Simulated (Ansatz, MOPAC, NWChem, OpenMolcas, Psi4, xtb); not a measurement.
# CH2GeN (SMILES N#[C][GeH2]): methods side by side

CH2GeN, doublet, SMILES `N#[C][GeH2]`. Each level relaxes the structure for itself.

Quantity: the highest harmonic wavenumber at each level's own minimum, in cm⁻¹. The values are calculated.

```csv
level,kind,program,value (cm⁻¹)
PM3,semi-empirical,MOPAC,2373
PM6-D3,semi-empirical,MOPAC,2412
PM7-,semi-empirical,MOPAC,2390
GFN1-xTB,semi-empirical,xtb,2226
UHF/3-21G,Hartree–Fock,OpenMolcas,2265
UHF/6-31G* (Cartesian functions),Hartree–Fock,OpenMolcas,2414
UPBE0/def2-SVP,global hybrid,NWChem,2314
UPBE0-D4/def2-TZVP,global hybrid,Ansatz,2293
"UMP2/def2-SVP (density fitting, density fitting for correlation)",perturbation theory,Psi4,3705
```

All-electron rows without a relativistic Hamiltonian named are non-relativistic. Harmonic and unscaled. The values span 2226 to 3705 cm⁻¹. In the correlated wave-function rows the outer d shell of Ge is correlated, in sets not made for it.

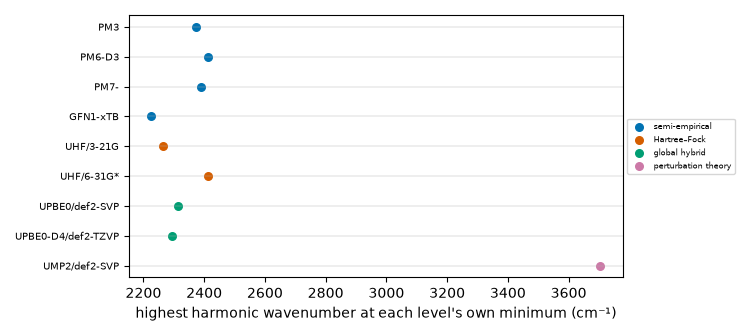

The values of the table, level by level.
